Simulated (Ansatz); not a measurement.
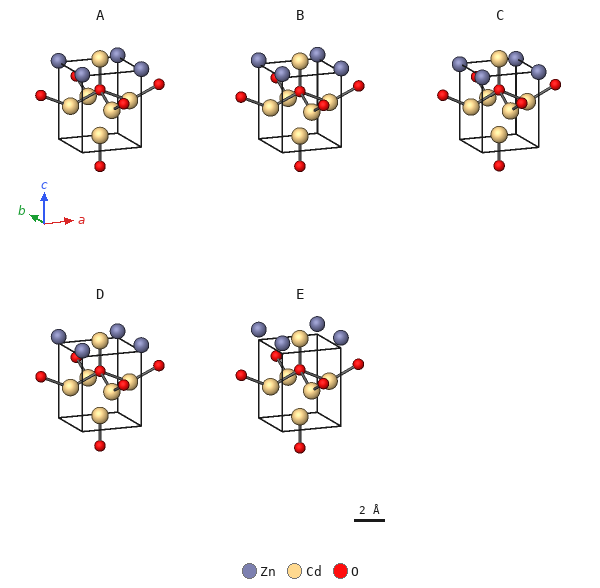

5 geometries from one relaxation of crystalline ZnCd$_{3}$O (a generated structure, set up in P4mm) (coarse preliminary run), in shuffled order. Style: ball-and-stick. Shown: the cell of the calculation, slightly off an axis.

The calculation used Ansatz 0.2.0, DFT PBE, scalar-relativistic, plane waves, PAW. Set-up: plane-wave cutoff 420 eV; k-point mesh 4 × 4 × 4; occupations gaussian; smearing width 0.1 eV; no spin polarisation; cell and atoms relaxed; force threshold 0.04 eV/Å; at most 70 steps.

> Put them in the order of the run, from the start to the converged end.

C, A, B, D, E. They are steps 0, 1, 3, 4, 8, at +0.338 eV per cell of the calculation, +0.166 eV per cell of the calculation, +84.7 meV per cell of the calculation, +58.0 meV per cell of the calculation relative to the last. The energy falls by 0.338 eV per cell of the calculation in 6 accepted moves (8 points after the start). Largest force component: 0.49 eV/Å at the start, 0.037 eV/Å at the end. The pressure goes from 5.48 to 0.01 GPa. The line search rejected the trial step at point 6 of the run. At 1 point the geometry stayed and the basis and grid were re-selected for the new cell (energy shift of 17.8 meV per cell of the calculation at most each time). The largest move relative to the cell is that of the Zn atom, 0.76 Å along +c. By element the largest moves are Zn 0.76 Å, Cd 0.27 Å, O 0.20 Å. The volume changes by +11.5 %, with a = b 4.132 → 4.300 Å (+4.1 %), c 5.317 → 5.474 Å (+2.9 %). Near-neighbour distances that change, for instance: Cd–O 2.299 → 2.367 Å, Cd–O 2.187 → 2.182 Å. Bond angles that change, for instance: O–Cd–O 127.9° → 130.5°, Cd–O–Cd 127.9° → 130.5°. The space group stays P4mm (No. 99). Cost: 86 s on 1 thread of Intel(R) Xeon(R) Processor @ 2.70GHz, with other jobs on the host, peak memory 0.41 GiB.

Limits of the set-up: the k-point mesh is coarse for a cell with partly filled bands.
